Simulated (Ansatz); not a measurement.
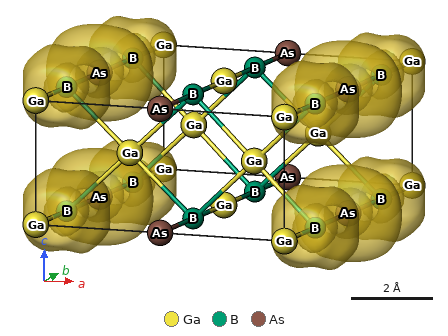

Ga3B2As. Isosurface of the electron localisation function at 0.55 (yellow), seen slightly off an axis. Core shells and regions of very low density are left out. Sticks mark near contacts.

Space group Cmmm; a structure generated by program, which may or may not match a known phase.

These are results of DFT PBE, scalar-relativistic, plane waves, PAW (Ansatz 0.2.0), not measurements.

Input

```
crystal:
  lattice:
    - [3.3272515883, -4.3735168065, 0.0]
    - [3.3272515883, 4.3735168065, 0.0]
    - [0.0, 0.0, 3.1370359145]
  atoms:
    - { symbol: Ga, position: [0.0, 0.0, 0.0] }
    - { symbol: Ga, position: [0.5, 0.0, 0.5] }
    - { symbol: Ga, position: [0.0, 0.5, 0.5] }
    - { symbol: B, position: [0.2414421762, 0.7585578238, 0.0] }
    - { symbol: B, position: [0.7585578238, 0.2414421762, 0.0] }
    - { symbol: As, position: [0.5, 0.5, 0.0] }
basis:
  ecutwfc: 420
kpoints:
  mp_grid: { grid: [8, 8, 12] }
  band_path:
    path:
      - [[0.0, 0.0, 0.0], [-0.5, 0.5, 0.0], [-0.39469372, 0.60530628, 0.0]]
      - [[0.39469372, 0.39469372, 0.0], [0.0, 0.0, 0.0], [0.0, 0.0, 0.5], [0.39469372, 0.39469372, 0.5]]
      - [[-0.39469372, 0.60530628, 0.5], [-0.5, 0.5, 0.5], [-0.5, 0.5, 0.0]]
      - [[0.0, 0.0, 0.0], [0.0, 0.5, 0.0], [0.0, 0.5, 0.5], [0.0, 0.0, 0.5], [-0.5, 0.5, 0.5]]
    npoints: 14
hamiltonian:
  xc: pbe
scf:
  occupations: { method: gaussian, width: 0.1 }
  n_extra_bands: 15
output:
  forces: true
  stress: true
  eigenvalues: true
  populations: true
  dos: { projected: true, de: 0.02, nscf_kmesh: { grid: [10, 10, 15] } }
  bader: true
  write_density: true
  write_potential: true
  elf: true
  volumetric_format: npy
```

Run with:

```sh
ansatz run input.yaml --threads 1 --pin off --max-ram 2560MiB --backend cpu --events-out ev --progress --plain --runs-dir out
```

Below, planes, directions and counts refer to the conventional cell (a = 6.65 Å, b = 8.75 Å, c = 3.14 Å, α = 90.00°, β = 90.00°, γ = 90.00°).

**What do the ELF domains correspond to?**

At this value the surface marks out two joined regions spread over several atoms (As, B), in which their bonds and any lone pairs are merged, counted in one cell of 12 atoms. Any copies at cell faces, edges or corners count once. Along the contacts the grid gives the following. Ga–B (2.11 Å): the ELF peaks at about 0.80 in the valence shell of B, 0.8 Å from its nucleus, and is about 0.60 at the midpoint. B–As (2.26 Å): the ELF peaks at about 0.70 between the atoms.
